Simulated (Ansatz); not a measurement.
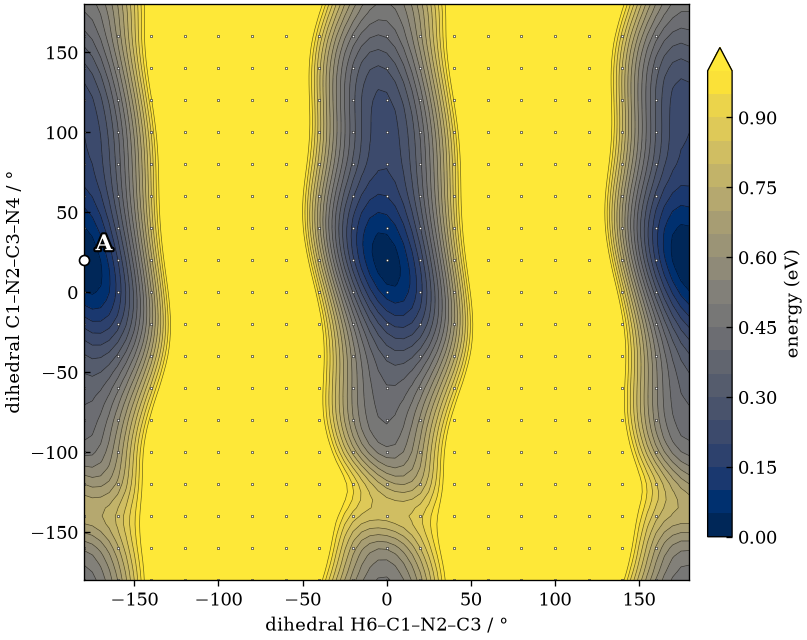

C2H6N2O, SMILES C=NC(N)O. First axis: dihedral H6–C1–N2–C3. Second axis: dihedral C1–N2–C3–N4. Nothing is relaxed (all other coordinates rigid). The grid has 18 × 18 points. Energies: eV, counted from the relaxed molecule at the same level. The dihedral twists a double bond; near 90° a spin-restricted reference is unreliable. The calculation used Ansatz, RKS PBE0-D4/def2-SVP.

Drawn: filled contours, dots at the grid points, one colour for all values above the top of the scale, the well A. Between grid points the surface is interpolated.

> Estimate the position of the minimum and the force constants in these coordinates. Take the well at A.

The interpolated minimum is at dihedral H6–C1–N2–C3 ≈ −180°, dihedral C1–N2–C3–N4 ≈ 20°. The curvatures there are about 3.3 eV/rad² and 0.89 eV/rad², with a cross term of about 0.67 eV/rad². Round the minimum the valley is somewhat tilted: raising dihedral H6–C1–N2–C3 shifts the best value of dihedral C1–N2–C3–N4 downwards (coupling k₁₂/√(k₁₁k₂₂) about 0.4).
